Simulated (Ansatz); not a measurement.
# What NaB (Fm-3m) distorts into, part 2 of 3

Which phase does NaB (Fm-3m) fall into along its unstable mode, and how much energy does it gain?

Ansatz 0.2.0; DFT PBEsol, scalar-relativistic, plane waves, PAW; PAW set soft_1.

So far, highest frequency on the path or at a solved wavevector (cm⁻¹): step 2 (response at finite wavevector) 306. Also lowest frequency on the path (cm⁻¹): step 2 -210.

**5. Energy along the mode, all amplitudes (two of the runs are shown above)**

An imaginary frequency means negative curvature, so the energy should fall and then rise again as anharmonic terms take over.

Numbers from this step:

```yaml
depth_at_the_lowest_point_sampled: 99.13 meV/atom
largest_atomic_shift_at_that_point: 0.6 Å
```

The energy from the parent by largest atomic shift:

```csv
largest atomic shift (Å),energy from the parent (meV/atom)
0.000,0
0.040,-0.853
0.080,-3.34
0.140,-9.74
0.220,-22.3
0.320,-42.3
0.450,-71.1
0.600,-99.1
```

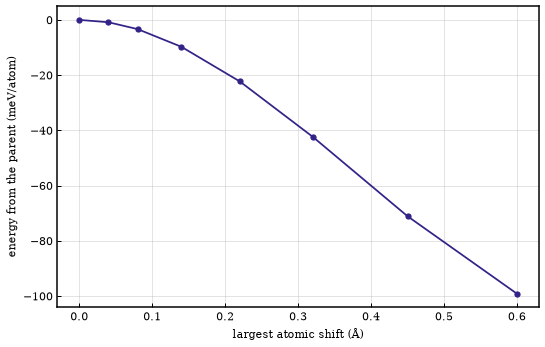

Energy from the parent, plotted against largest atomic shift.

Displacement at unit largest shift by atom:

| atom | x (Å) | y (Å) | z (Å) | size |
| --- | --- | --- | --- | --- |
| Na1 | 0.00 | 0.00 | 0.56 | 0.56 |
| Na2 | 0.00 | 0.00 | -0.56 | 0.56 |
| Na3 | 0.00 | 0.00 | 0.56 | 0.56 |
| Na4 | 0.00 | 0.00 | -0.56 | 0.56 |
| B5 | 0.00 | 0.00 | -1.00 | 1.00 |
| B6 | 0.00 | 0.00 | 1.00 | 1.00 |
| B7 | 0.00 | 0.00 | -1.00 | 1.00 |
| B8 | 0.00 | 0.00 | 1.00 | 1.00 |

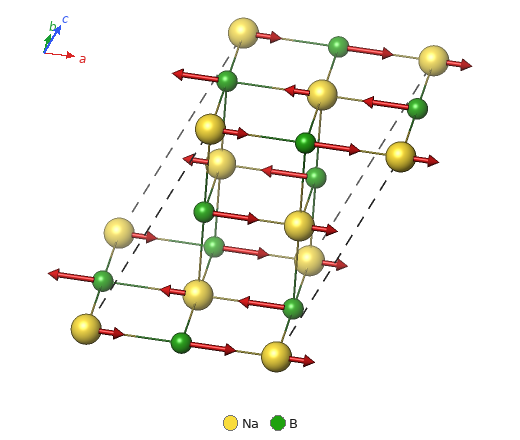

Displacement at unit largest shift as arrows, the longest 1 Å. Some periodic images of atoms are drawn too.

The lowest of the steps tried is the last one, at 0.6 Å, 99.1 meV/atom below the parent; the bottom of the well need not coincide with a step.

**6. Relaxing from the distorted cell**

Starting from the lowest point found, all atoms and the cell are let go, so that strain and other modes of the same symmetry can join in.

The input, input.yaml:

```yaml
crystal:
  lattice:
    - [0.0, 0.0, -5.3023861574]
    - [5.3023861574, 0.0, 0.0]
    - [2.6511930787, -5.3023861574, -2.6511930787]
  atoms:
    - { symbol: Na, position: [0.4364379618, 0.5, 0.0] }
    - { symbol: Na, position: [0.0635620382, 0.0, 0.0] }
    - { symbol: Na, position: [0.1864379618, 0.75, 0.5] }
    - { symbol: Na, position: [0.8135620382, 0.25, 0.5] }
    - { symbol: B, position: [0.613156602, 0.0, 0.0] }
    - { symbol: B, position: [-0.113156602, 0.5, 0.0] }
    - { symbol: B, position: [0.363156602, 0.25, 0.5] }
    - { symbol: B, position: [0.636843398, 0.75, 0.5] }
kpoints:
  mp_grid: { grid: [8, 8, 8] }
hamiltonian:
  xc: pbesol
  pseudopotentials: { kind: paw, azcp: { folder: soft_1 }, xc_functional: pbe }
scf:
  occupations: { method: methfessel_paxton, width: 0.2 }
output:
  forces: true
  stress: true
  eigenvalues: true
relax:
  adjacent_minimum: "off"
  f_tol: 0.002
  max_steps: 120
  cell: { stress_tol: 0.03 }
```

Run with:

```bash
> ansatz run input.yaml --threads 4 --pin off --max-ram 10240MiB --backend cpu --events-out ev --progress --plain --runs-dir out
```

Numbers of over 12 decimals in the logs are rounded to 6 here.

Output:

```text
[...]
Crystal: 8 atoms, lattice volume = 149.078 Å³
Basis set: ecut = 420 eV, 2913 PW (Γ), exchange–correlation on 72×72×90 points (8 copies of the dense FFT grid, shifted against one another)
Bands: 32, of which v1, the nominal top of the filled ones, is band 24 counted from 1 (23 counted from 0)
Symmetry: 8 space group operations
[...]
k-points: 95 of 512
[...]
SCF iter   1: F=—  HF=-6499.606223 eV  |F-HF|=—  |Δ(HF+E_count)|=         —  Δρ=1.96e-2  dr2=4.55e-1  ethr=3.10e-3  ⟨swp⟩=6.0  Hψ=11077  notcnv=0
[...]
SCF iter   8: F=-6499.498437 eV  HF=-6499.498437 eV  |F-HF|=9.82e-9  |Δ(HF+E_count)|=   1.53e-8  S|Δr|=    0.00e0  Δρ=2.65e-6  dr2=2.68e-8  ethr=2.08e-10  ⟨swp⟩=9.0  Hψ=12065  notcnv=0
SCF 1 converged in 8 iterations: F = -6499.498437 eV  dr2 = 2.68e-8
[...]
relax step   1: F+E_penalty+E_count = -6499.49843679 eV  Δ(F+E_penalty+E_count) = +0.000e0 eV  max|allowed force component| = 6.626e-1 eV/Å  Δτ_max = 0.0000 Å  P = -2.279 GPa  Ω = 149.078 Å³  (8 SCF iters, dr2 threshold 1.00e-7 eV, accepted)
Crystal: 8 atoms, lattice volume = 140.447 Å³
Basis set: ecut = 420 eV, 2745 PW (Γ), exchange–correlation on 72×72×90 points (8 copies of the dense FFT grid, shifted against one another)
[...]
SCF iter   6: F=-6500.596314 eV  HF=-6500.596315 eV  |F-HF|=5.16e-7  |Δ(HF+E_count)|=   9.72e-7  S|Δr|=    0.00e0  Δρ=2.66e-5  dr2=6.90e-7  ethr=1.67e-9  ⟨swp⟩=6.2  Hψ=13132  notcnv=0
SCF 2 converged in 6 iterations: F = -6500.596314 eV  dr2 = 6.90e-7
[...]
relax step   2: F+E_penalty+E_count = -6500.59631424 eV  Δ(F+E_penalty+E_count) = -1.098e0 eV  max|allowed force component| = 1.051e0 eV/Å  Δτ_max = 0.1264 Å  P = -2.940 GPa  Ω = 140.447 Å³  energy of the carried Pulay correction = +1.298e-3 eV  (6 SCF iters, dr2 threshold 8.00e-7 eV, accepted)
Crystal: 8 atoms, lattice volume = 133.560 Å³
Basis set: ecut = 420 eV, 2629 PW (Γ), exchange–correlation on 72×72×90 points (8 copies of the dense FFT grid, shifted against one another)
[...]
SCF iter   7: F=-6502.499337 eV  HF=-6502.499337 eV  |F-HF|=4.74e-9  |Δ(HF+E_count)|=   2.76e-7  S|Δr|=    0.00e0  Δρ=5.79e-6  dr2=6.55e-8  ethr=1.67e-9  ⟨swp⟩=4.0  Hψ=9944  notcnv=0
SCF 3 converged in 7 iterations: F = -6502.499337 eV  dr2 = 6.55e-8
relax step   3: F+E_penalty+E_count = -6502.49933725 eV  Δ(F+E_penalty+E_count) = -1.903e0 eV  max|allowed force component| = 1.868e0 eV/Å  Δτ_max = 0.1950 Å  P = -4.418 GPa  Ω = 133.560 Å³  energy of the carried Pulay correction = +2.390e-3 eV  (7 SCF iters, dr2 threshold 8.00e-7 eV, accepted)
[... from here on, the SCF cycles and remarks between the steps are left out ...]
relax step   4: F+E_penalty+E_count = -6504.91331022 eV  Δ(F+E_penalty+E_count) = -2.414e0 eV  max|allowed force component| = 2.339e0 eV/Å  Δτ_max = 0.1957 Å  P = -4.583 GPa  Ω = 128.114 Å³  energy of the carried Pulay correction = +3.293e-3 eV  (7 SCF iters, dr2 threshold 8.00e-7 eV, accepted)
relax step   5: F+E_penalty+E_count = -6506.07039364 eV  Δ(F+E_penalty+E_count) = -1.157e0 eV  max|allowed force component| = 1.807e0 eV/Å  Δτ_max = 0.1960 Å  P = +2.568 GPa  Ω = 123.639 Å³  energy of the carried Pulay correction = +4.061e-3 eV  (7 SCF iters, dr2 threshold 8.00e-7 eV, accepted)
relax step   6: F+E_penalty+E_count = -6506.60439216 eV  Δ(F+E_penalty+E_count) = -5.340e-1 eV  max|allowed force component| = 1.055e0 eV/Å  Δτ_max = 0.1967 Å  P = -0.959 GPa  Ω = 119.374 Å³  energy of the carried Pulay correction = +4.818e-3 eV  (8 SCF iters, dr2 threshold 8.00e-7 eV, accepted)
relax step   7: F+E_penalty+E_count = -6506.99241897 eV  Δ(F+E_penalty+E_count) = -3.880e-1 eV  max|allowed force component| = 4.175e-1 eV/Å  Δτ_max = 0.0537 Å  P = -0.857 GPa  Ω = 118.777 Å³  energy of the carried Pulay correction = +4.926e-3 eV  (7 SCF iters, dr2 threshold 8.00e-7 eV, accepted)
relax step   8: F+E_penalty+E_count = -6507.45671645 eV  Δ(F+E_penalty+E_count) = -4.643e-1 eV  max|allowed force component| = 5.616e-1 eV/Å  Δτ_max = 0.0444 Å  P = +0.703 GPa  Ω = 116.347 Å³  energy of the carried Pulay correction = +5.370e-3 eV  (7 SCF iters, dr2 threshold 8.00e-7 eV, accepted)
relax step   9: F+E_penalty+E_count = -6507.99285273 eV  Δ(F+E_penalty+E_count) = -5.361e-1 eV  max|allowed force component| = 7.630e-1 eV/Å  Δτ_max = 0.0776 Å  P = +1.760 GPa  Ω = 115.580 Å³  energy of the carried Pulay correction = +5.512e-3 eV  (7 SCF iters, dr2 threshold 8.00e-7 eV, accepted)
relax step  10: F+E_penalty+E_count = -6508.84301132 eV  Δ(F+E_penalty+E_count) = -8.502e-1 eV  max|allowed force component| = 1.196e0 eV/Å  Δτ_max = 0.1248 Å  P = +0.317 GPa  Ω = 117.472 Å³  energy of the carried Pulay correction = +5.163e-3 eV  (9 SCF iters, dr2 threshold 8.00e-7 eV, accepted)
relax step  11: F+E_penalty+E_count = -6509.93360107 eV  Δ(F+E_penalty+E_count) = -1.091e0 eV  max|allowed force component| = 9.204e-1 eV/Å  Δτ_max = 0.1091 Å  P = +3.301 GPa  Ω = 114.520 Å³  energy of the carried Pulay correction = +5.709e-3 eV  (7 SCF iters, dr2 threshold 8.00e-7 eV, accepted)
relax step  12: F+E_penalty+E_count = -6510.31129164 eV  Δ(F+E_penalty+E_count) = -3.777e-1 eV  max|allowed force component| = 5.207e-1 eV/Å  Δτ_max = 0.0933 Å  P = +6.963 GPa  Ω = 113.691 Å³  energy of the carried Pulay correction = +5.864e-3 eV  (7 SCF iters, dr2 threshold 8.00e-7 eV, accepted)
relax step  13: F+E_penalty+E_count = -6510.43676200 eV  Δ(F+E_penalty+E_count) = -1.255e-1 eV  max|allowed force component| = 5.675e-1 eV/Å  Δτ_max = 0.1182 Å  P = -0.500 GPa  Ω = 121.656 Å³  energy of the carried Pulay correction = +4.410e-3 eV  (7 SCF iters, dr2 threshold 8.00e-7 eV, accepted)
relax step  14: F+E_penalty+E_count = -6510.53008690 eV  Δ(F+E_penalty+E_count) = -9.332e-2 eV  max|allowed force component| = 1.448e-1 eV/Å  Δτ_max = 0.0709 Å  P = +0.212 GPa  Ω = 121.363 Å³  energy of the carried Pulay correction = +4.462e-3 eV  (6 SCF iters, dr2 threshold 8.00e-7 eV, accepted)
relax step  15: F+E_penalty+E_count = -6510.57273750 eV  Δ(F+E_penalty+E_count) = -4.265e-2 eV  max|allowed force component| = 9.036e-2 eV/Å  Δτ_max = 0.0316 Å  P = -0.139 GPa  Ω = 122.756 Å³  energy of the carried Pulay correction = +4.216e-3 eV  (6 SCF iters, dr2 threshold 8.00e-7 eV, accepted)
relax step  16: F+E_penalty+E_count = -6510.59285750 eV  Δ(F+E_penalty+E_count) = -2.012e-2 eV  max|allowed force component| = 1.573e-2 eV/Å  Δτ_max = 0.0114 Å  P = -0.081 GPa  Ω = 122.075 Å³  energy of the carried Pulay correction = +4.336e-3 eV  (5 SCF iters, dr2 threshold 8.00e-7 eV, accepted)
relax step  17: F+E_penalty+E_count = -6510.59310334 eV  Δ(F+E_penalty+E_count) = -2.458e-4 eV  max|allowed force component| = 1.688e-3 eV/Å  Δτ_max = 0.0023 Å  P = -0.003 GPa  Ω = 121.783 Å³  energy of the carried Pulay correction = +4.388e-3 eV  (5 SCF iters, dr2 threshold 1.96e-8 eV, accepted)
relax step  18: F+E_penalty+E_count = -6510.59319186 eV  Δ(F+E_penalty+E_count) = -8.852e-5 eV  max|allowed force component| = 2.492e-3 eV/Å  Δτ_max = 0.0016 Å  P = -0.030 GPa  Ω = 121.599 Å³  energy of the carried Pulay correction = +4.420e-3 eV  (6 SCF iters, dr2 threshold 6.02e-9 eV, accepted)
relax step  19: F+E_penalty+E_count = -6510.59323895 eV  Δ(F+E_penalty+E_count) = -4.708e-5 eV  max|allowed force component| = 1.680e-3 eV/Å  Δτ_max = 0.0011 Å  P = +0.009 GPa  Ω = 121.459 Å³  energy of the carried Pulay correction = +4.445e-3 eV  (5 SCF iters, dr2 threshold 8.47e-9 eV, accepted)
relax step  20: F+E_penalty+E_count = -6510.59325679 eV  Δ(F+E_penalty+E_count) = -1.784e-5 eV  max|allowed force component| = 5.007e-4 eV/Å  Δτ_max = 0.0002 Å  P = -0.002 GPa  Ω = 121.404 Å³  energy of the carried Pulay correction = +4.455e-3 eV  (5 SCF iters, dr2 threshold 3.83e-9 eV, accepted)
relax step  21: F+E_penalty+E_count = -6510.95676549 eV  Δ(F+E_penalty+E_count) = -3.635e-1 eV  max|allowed force component| = 3.224e-2 eV/Å  Δτ_max = 0.0000 Å  P = +2.660 GPa  Ω = 121.404 Å³  stress off target by 7.56e0 GPa  SCF on the basis re-selected at this cell (its energy is not comparable with the rows above)  (8 SCF iters)
relax step  22: F+E_penalty+E_count = -6511.10434572 eV  Δ(F+E_penalty+E_count) = -1.476e-1 eV  max|allowed force component| = 9.243e-2 eV/Å  Δτ_max = 0.0385 Å  P = +1.767 GPa  Ω = 128.033 Å³  energy of the carried Pulay correction = -1.705e-3 eV  (6 SCF iters, dr2 threshold 8.00e-7 eV, accepted)
relax step  23: F+E_penalty+E_count = -6511.17928935 eV  Δ(F+E_penalty+E_count) = -7.494e-2 eV  max|allowed force component| = 9.272e-2 eV/Å  Δτ_max = 0.0164 Å  P = +0.613 GPa  Ω = 128.807 Å³  energy of the carried Pulay correction = -2.049e-3 eV  (6 SCF iters, dr2 threshold 8.00e-7 eV, accepted)
relax step  24: F+E_penalty+E_count = -6511.19252939 eV  Δ(F+E_penalty+E_count) = -1.324e-2 eV  max|allowed force component| = 5.616e-2 eV/Å  Δτ_max = 0.0197 Å  P = -0.162 GPa  Ω = 133.576 Å³  energy of the carried Pulay correction = -3.216e-3 eV  (6 SCF iters, dr2 threshold 8.00e-7 eV, accepted)
relax step  25: F+E_penalty+E_count = -6511.19965396 eV  Δ(F+E_penalty+E_count) = -7.125e-3 eV  max|allowed force component| = 1.134e-2 eV/Å  Δτ_max = 0.0112 Å  P = -0.035 GPa  Ω = 132.004 Å³  energy of the carried Pulay correction = -2.847e-3 eV  (5 SCF iters, dr2 threshold 8.00e-7 eV, accepted)
relax step  26: F+E_penalty+E_count = -6511.19987431 eV  Δ(F+E_penalty+E_count) = -2.203e-4 eV  max|allowed force component| = 6.675e-3 eV/Å  Δτ_max = 0.0049 Å  P = +0.037 GPa  Ω = 132.090 Å³  energy of the carried Pulay correction = -2.861e-3 eV  (5 SCF iters, dr2 threshold 1.47e-7 eV, accepted)
relax step  27: F+E_penalty+E_count = -6511.19988287 eV  Δ(F+E_penalty+E_count) = -8.561e-6 eV  max|allowed force component| = 1.044e-3 eV/Å  Δτ_max = 0.0012 Å  P = +0.010 GPa  Ω = 132.161 Å³  energy of the carried Pulay correction = -2.879e-3 eV  (5 SCF iters, dr2 threshold 1.44e-8 eV, accepted)
relax step  28: F+E_penalty+E_count = -6511.20610419 eV  Δ(F+E_penalty+E_count) = -6.221e-3 eV  max|allowed force component| = 4.275e-4 eV/Å  Δτ_max = 0.0000 Å  P = +0.069 GPa  Ω = 132.161 Å³  stress off target by 1.27e-1 GPa  SCF on the basis re-selected at this cell (its energy is not comparable with the rows above)  (7 SCF iters)
relax step  29: F+E_penalty+E_count = -6511.20611013 eV  Δ(F+E_penalty+E_count) = -5.940e-6 eV  max|allowed force component| = 1.833e-3 eV/Å  Δτ_max = 0.0008 Å  P = -0.003 GPa  Ω = 132.479 Å³  energy of the carried Pulay correction = -8.274e-5 eV  (5 SCF iters, dr2 threshold 4.03e-8 eV, accepted)
Basis set: ecut = 420 eV, 2625 PW (Γ), exchange–correlation on 108×48×96 points (8 copies of the dense FFT grid, shifted against one another)
[...]
SCF iter   5: F=-6511.206195 eV  HF=-6511.206195 eV  |F-HF|=6.37e-12  |Δ(HF+E_count)|=  1.50e-10  S|Δr|=    0.00e0  Δρ=1.07e-7  dr2=2.30e-11  ethr=1.00e-12  ⟨swp⟩=6.5  Hψ=16709  notcnv=0
SCF 30 converged in 5 iterations: F = -6511.206195 eV  dr2 = 2.30e-11
relax step  30: F+E_penalty+E_count = -6511.20619550 eV  Δ(F+E_penalty+E_count) = -8.536e-5 eV  max|allowed force component| = 1.839e-3 eV/Å  Δτ_max = 0.0000 Å  P = -0.003 GPa  Ω = 132.479 Å³  stress off target by 8.24e-3 GPa  SCF on the basis re-selected at this cell (its energy is not comparable with the rows above)  (5 SCF iters)
[...]
SCF converged after 5 iterations
[...]
Free energy (F): -6511.206195 eV
[...]
Internal energy: -6511.208302 eV  (E = F + TS)
E sigma→0 (E₀):  -6511.206722 eV
Entropy (-TS):   0.002107 eV (0.263 meV/atom)
Fermi energy:    4.839482 eV
[...]
--- Forces (eV/Å), atoms counted from 1 ---
  atom   1  Na    -0.00000000     0.00102838     0.00021803
  atom   2  Na     0.00000000     0.00102838    -0.00021803
  atom   3  Na     0.00000000    -0.00102838     0.00021803
  atom   4  Na     0.00000000    -0.00102838    -0.00021803
  atom   5  B      0.00000000    -0.00019567     0.00183905
  atom   6  B      0.00000000    -0.00019567    -0.00183905
  atom   7  B      0.00000000     0.00019567     0.00183905
  atom   8  B      0.00000000     0.00019567    -0.00183905
  max |Σ_I F_I| component: 9.76e-19 eV/Å
--- Stress (GPa, compression-positive) ---
       -0.008236       0.000000       0.000000
        0.000000      -0.007166       0.000000
        0.000000       0.000000       0.006755
  P = ⅓ Tr σ = -0.0029 GPa (-0.029 kbar)
--- Band table (eV; the first three rows and the last of 95) ---
  k-point 0: bands = [... 20 lower, 0.4190, 1.7310, 1.7925, 2.8466, 4.5899, 6.8712, 7.6960, 7.8597, ... 4 higher]
  k-point 1: bands = [... 20 lower, 0.3377, 1.7318, 1.9559, 2.6166, 5.0628, 6.8767, 6.9316, 7.6985, ... 4 higher]
  k-point 2: bands = [... 20 lower, 0.3368, 1.7339, 2.3116, 2.3873, 5.6332, 6.0518, 6.9135, 7.5003, ... 4 higher]
  k-point 94: bands = [... 20 lower, 3.5109, 3.5109, 3.5132, 3.5132, 5.6021, 5.6021, 6.3493, 6.3493, ... 4 higher]
--- Relaxed structure (27 steps of the walk, 27 accepted, 3 SCFs on fresh bases) ---
  F+E_penalty+E_count = -6511.20619550 eV   max|allowed force component| = 1.839e-3 eV/Å   (the final SCF, on the basis selected at the relaxed cell)
  cell:  # Å, volume = 132.4786 Å³
    - [0.0, 0.0, -8.013644]
    - [3.196598, 0.0, 0.0]
    - [1.598299, -5.171631, -4.006822]
  atoms:
    - { symbol: Na, position: [0.438886, 0.510320, -0.020640] }
    - { symbol: Na, position: [0.081754, 0.010320, -0.020640] }
    - { symbol: Na, position: [0.168246, 0.739680, 0.520640] }
    - { symbol: Na, position: [0.811114, 0.239680, 0.520640] }
    - { symbol: B, position: [0.723820, -0.019103, 0.038206] }
    - { symbol: B, position: [-0.262027, 0.480897, 0.038206] }
    - { symbol: B, position: [0.512027, 0.269103, 0.461794] }
    - { symbol: B, position: [0.526180, 0.769103, 0.461794] }
```

Elapsed: 2.6 min, on 4 threads of Arm Neoverse V2, shared host; peak memory 0.66 GiB.

Relaxation path (22 of 30):

| step | energy less that of the first step (eV) | largest force component (eV/Å) | pressure (GPa) | volume (Å³) |
| --- | --- | --- | --- | --- |
| 1 | 0.0000 | 0.6626 | -2.28 | 149.08 |
| 2 | -1.0979 | 1.0512 | -2.94 | 140.45 |
| 4 | -5.4149 | 2.3387 | -4.58 | 128.11 |
| 5 | -6.5720 | 1.8068 | 2.57 | 123.64 |
| 7 | -7.4940 | 0.4175 | -0.86 | 118.78 |
| 8 | -7.9583 | 0.5616 | 0.70 | 116.35 |
| 9 | -8.4944 | 0.7630 | 1.76 | 115.58 |
| 11 | -10.4352 | 0.9204 | 3.30 | 114.52 |
| 12 | -10.8129 | 0.5207 | 6.96 | 113.69 |
| 13 | -10.9383 | 0.5675 | -0.50 | 121.66 |
| 15 | -11.0743 | 0.0904 | -0.14 | 122.76 |
| 16 | -11.0944 | 0.0157 | -0.08 | 122.08 |
| 18 | -11.0948 | 0.0025 | -0.03 | 121.60 |
| 19 | -11.0948 | 0.0017 | 0.01 | 121.46 |
| 20 | -11.0948 | 0.0005 | 0.00 | 121.40 |
| 22 | -11.6059 | 0.0924 | 1.77 | 128.03 |
| 23 | -11.6809 | 0.0927 | 0.61 | 128.81 |
| 24 | -11.6941 | 0.0562 | -0.16 | 133.58 |
| 26 | -11.7014 | 0.0067 | 0.04 | 132.09 |
| 27 | -11.7014 | 0.0010 | 0.01 | 132.16 |
| 29 | -11.7077 | 0.0018 | 0.00 | 132.48 |
| 30* | -11.7078 | 0.0018 | 0.00 | 132.48 |

Relaxation steps marked * repeat the geometry before them on a plane-wave basis chosen anew for their cell, so energy and pressure can jump there. Other such steps can lie between the rows shown.

Forces are held to the 8 operations that the run works with; a distortion that breaks them can't arise in this run.

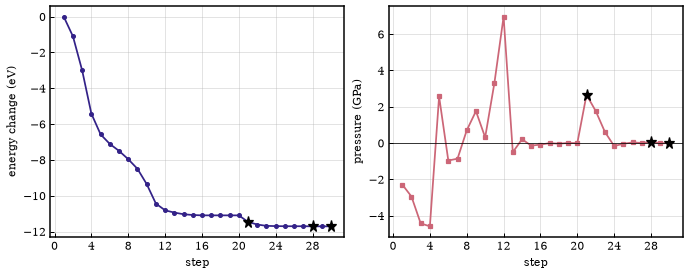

Energy and pressure along the relaxation. Stars mark steps on a basis chosen anew.

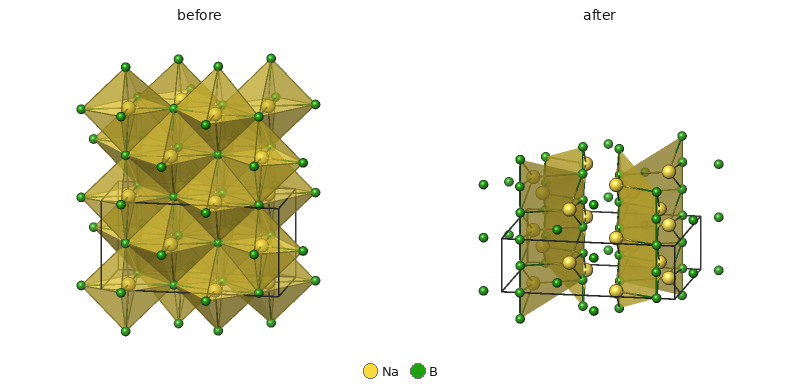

Before and after, at one scale. Bonds to atoms that aren't drawn are left out.

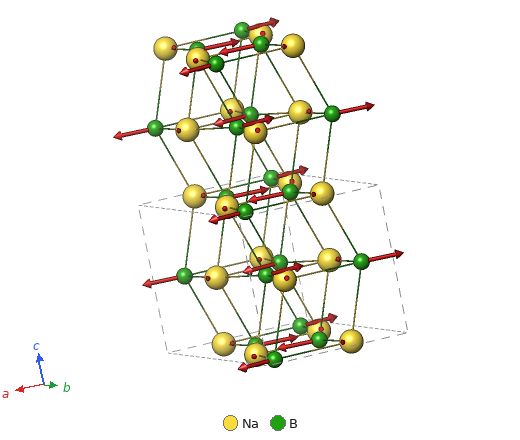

Displacements in the relaxation, exaggerated, measured against the changing cell; the longest in the cell stands for 1.06 Å. 1×1×2 conventional cells are drawn. Some periodic images of atoms are drawn too.

```csv
cell as run,before,after,change
a (Å),5.302,8.014,+51.1 %
b (Å),5.302,3.197,-39.7 %
c (Å),6.494,6.735,+3.7 %
α (°),65.91,76.27,+15.7 %
β (°),65.91,53.49,-18.8 %
volume (Å³/atom),18.63,16.56,-11.1 %
```

The atoms that moved most (Å, as changes of fractional coordinates times the final cell):

```csv
atom,dx,dy,dz,length
B6,0.000,-0.198,1.040,1.059
B7,0.000,0.198,-1.040,1.059
B8,0.000,0.198,1.040,1.059
B5,0.000,-0.198,-1.040,1.059
Na4,0.000,-0.107,-0.063,0.124
Na3,0.000,-0.107,0.063,0.124
Na1,0.000,0.107,0.063,0.124
Na2,0.000,0.107,-0.063,0.124
```

Numbers from this step:

```yaml
pressure: -0.002882 GPa
volume_per_atom: 16.56 Å³
```

The distorted start has space group Ibam; the relaxation ends in Ibam.

(Part 2 of 3 ends here.)

[Logs are printed without paths, hosts, clocks, repeated set-up lines and the standing remarks that a program may print on its own settings, such as how far it seeks lower states.]

[Hosts, paths, dates, database ids (printed as entryN), source tags and the programs' standing remarks are cut or masked in the printed files.]
